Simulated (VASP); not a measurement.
Band structure of Pd (fcc). Level of theory: vdW-DF2, VASP's PBE PAW potentials (set 64) (plane waves; VASP).

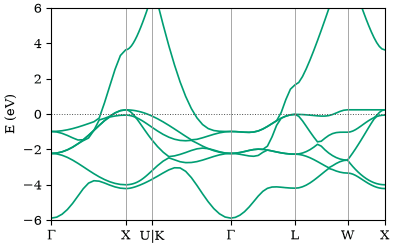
Figure. Bands along high-symmetry lines, zero at the valence-band maximum or, without a gap, the Fermi level

Q: Read the plot: is there a gap, and where are the band edges?

A: It has no gap at this level: it comes out as a metal or semimetal. (Edges off the drawn lines would not show.)

The compound is Pd in the fcc structure. It was relaxed first, which changed the volume by +15 %.
